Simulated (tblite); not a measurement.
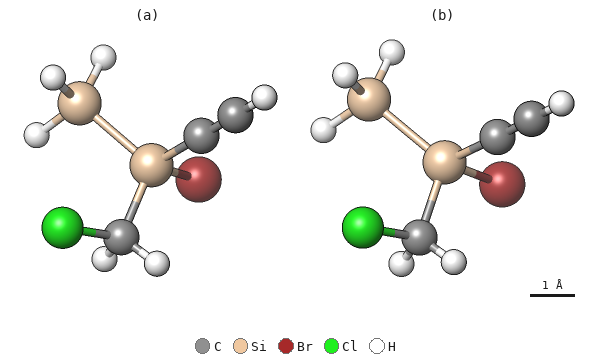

The structure of C3H6BrClSi2 before (left) and after (right) a relaxation, at one scale.

Style: ball-and-stick. Shown from a free direction.

All numbers below come from GFN2-xTB geometry optimisation, gas phase (tblite 0.8.0). 

Summarise the run.

The energy falls by 6.39 kcal/mol in 55 geometry steps. The largest move after the best rigid fit is that of the Br atom, 0.28 Å. Largest moves by element: Br 0.28 Å, H 0.22 Å, Si 0.19 Å, Cl 0.12 Å, C 0.09 Å. Some distances before and after: Si–Si 2.234 → 2.323 Å, C–Si 1.802 → 1.851 Å, C–Si 1.888 → 1.918 Å, C–H 1.109 → 1.089 Å. Among the angles between lasting bonds that change: Si–Si–Br 105.1° → 113.5°, Si–C–H 105.8° → 113.0°, C–Si–Br 109.6° → 102.8°.
